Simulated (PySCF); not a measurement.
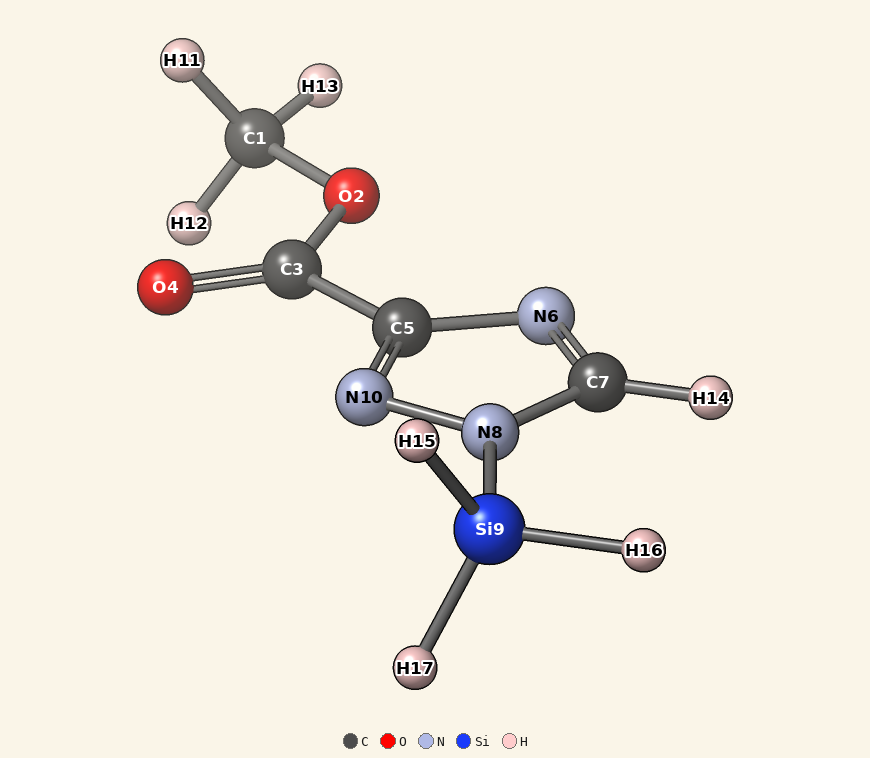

Depth is shown by fading: the farther an atom, the more it takes the colour of the background. The computed structure is the end point of a PBE0-D3(BJ)/def2-SVP optimisation. No frequency run is at hand to confirm it as a minimum.

Q: How is the 5-membered ring C5–N6–C7–N8–N10 puckered?

A: It is planar. The Cremer–Pople amplitude Q is 0.00 Å.

Q: Give the torsion angles round the ring, beginning with the bond from its second to its third atom.

A: 0°, 0°, 0°, 0°, 0°.
